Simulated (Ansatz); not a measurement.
Consider C$_{3}$H$_{7}$FGe.

Input

```
crystal:
  periodic: [false, false, false]
  atoms:
    - {symbol: C, position_ang: [-1.734096, -0.749492, 1.731977]}
    - {symbol: C, position_ang: [-2.085156, 0.021786, 0.457284]}
    - {symbol: C, position_ang: [-1.370467, 1.373346, 0.360631]}
    - {symbol: F, position_ang: [0.765464, -0.352807, -0.399650]}
    - {symbol: Ge, position_ang: [0.626984, 1.367828, 0.082736]}
    - {symbol: H, position_ang: [-1.967507, -0.158523, 2.642963]}
    - {symbol: H, position_ang: [-2.295060, -1.703371, 1.799981]}
    - {symbol: H, position_ang: [-0.653573, -1.000820, 1.752029]}
    - {symbol: H, position_ang: [-3.186894, 0.171586, 0.406114]}
    - {symbol: H, position_ang: [-1.814104, -0.596975, -0.424066]}
    - {symbol: H, position_ang: [-1.585417, 2.024633, 1.240572]}
    - {symbol: H, position_ang: [-1.731382, 1.964966, -0.518532]}
basis:
  gaussian:
    orbitals: def2-SVPD
output: {forces: true, orbitals: {seedname: orbitals}}
hamiltonian:
  xc: {name: PBE0}
```

Launched as:

```sh
ansatz run input.yaml --threads 2 --pin off --max-ram 4350MiB --events-out events.jsonl --progress --plain --runs-dir runs
```

Geometry: PBE-D3(BJ)/def2-SVP.

These are results of isolated molecule in a Gaussian basis; Kohn-Sham density functional theory, functional PBE0 in Ansatz, not measurements.

> What can the converged electron density and electron localisation function tell about the bonding?

C–C (1.53 Å): ρ is about 1.6 e/Å³ halfway; the ELF peaks at about 0.95 between the atoms: a shared electron pair.
C–H (1.11 Å): ρ is about 1.9 e/Å³ halfway; the ELF climbs to about 1 towards the hydrogen, as it does in any bond to H: a covalent bond by its length.

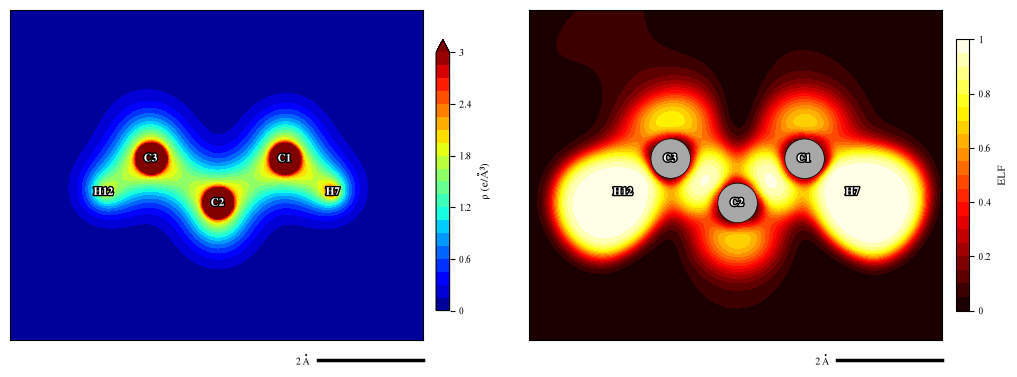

Computed electron density and electron localisation function on the plane of atoms C2, C1 and H7, in this order. Grey discs cover the atomic cores in the ELF map. 
